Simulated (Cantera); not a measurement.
Charge: 1 mol SiCl4, 0.64 mol Cl2, 7.4 mol N2, equilibrated at 0.0100 bar.

Method: chemical equilibrium by Gibbs-energy minimisation in Cantera with the NASA 1993 tables (ideal gas, pure condensed phases). Candidate condensed phases: Si, Si3N4; 13 gas species. The tables' values for SiCl3 are old estimates; treat these amounts as uncertain. Kinetics and transport are ignored.

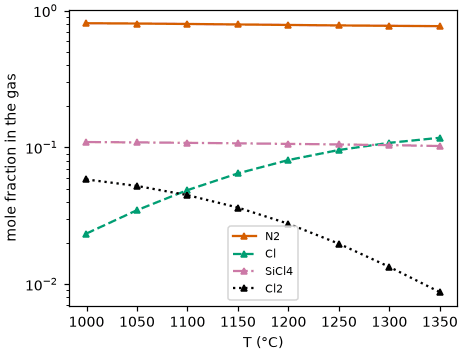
Equilibrium gas composition (values under 1e-9 drawn at 1e-9)

From 1000 °C to 1350 °C nothing is condensed. The main Si-bearing gas is SiCl4 throughout.
